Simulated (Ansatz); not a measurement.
The starting structures come from a database of crystals and need not be the phases stable at ambient conditions.

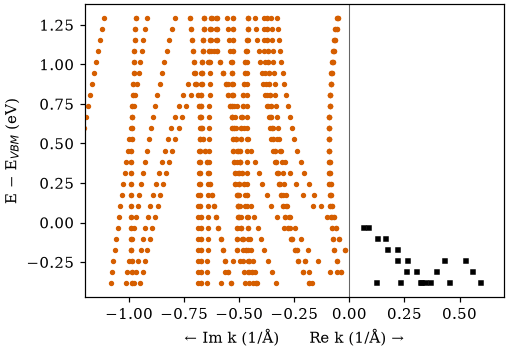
*Complex bands at the centre of the two-dimensional zone; Ansatz (a program for electronic structure) with r2SCAN*

The gap is the functional's own. No spin-orbit coupling. Mid-gap values are interpolated on the energy grid.

This is LaBiSe2O (P4/nmm, not sure to be the ambient phase, 10 atoms a cell, 24.7 Å³ an atom) along the normal of (110). Read off the slowest decay at the centre of the two-dimensional zone at 0.53 eV, the computed energy nearest the middle of the gap.

κ ≈ 0.09 1/Å, a decay length 1/(2κ) of the density of 5.5 Å.
